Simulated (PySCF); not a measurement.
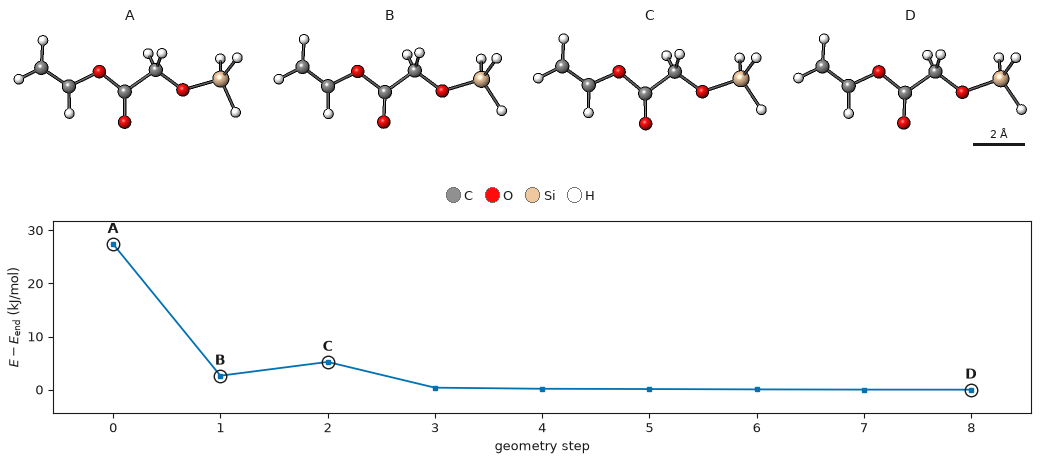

Frames of a relaxation of C$_{4}$H$_{8}$O$_{3}$Si, marked on the history of the run. A ball-and-stick model, seen at a tilt.

The start comes from GFN2-xTB. Its atoms were then displaced at random by about 0.01 Å.

Level of theory: PBE0-D3(BJ)/def2-SVP geometry optimisation, gas phase in PySCF 2.14.0, density-fitted response routines. 

Question: Describe the path.

Answer: After 8 geometry steps the energy has fallen by 27.4 kJ/mol. The atom that moves furthest after the best rigid fit is an H atom (0.27 Å). By element the largest moves are H 0.27 Å, O 0.10 Å, C 0.07 Å, Si 0.02 Å. Among the contacts that change: C–H 1.037 → 1.090 Å, C–O 1.305 → 1.355 Å, O–Si 1.619 → 1.667 Å, C–C 1.551 → 1.511 Å. Among the angles between lasting bonds that change: O–Si–H 99.7° → 106.3°, H–Si–H 114.9° → 110.7°, C–O–Si 129.4° → 125.2°. Cost: 62 s on 1 thread of Intel(R) Xeon(R) 6975P-C, with other jobs on the host. From step 0 to 1: an H atom moves most (0.25 Å), energy −24.8 kJ/mol. From step 1 to 2: an O atom moves most (0.10 Å), energy +2.59 kJ/mol. From step 2 to 8: an O atom moves most (0.08 Å), energy −5.22 kJ/mol.
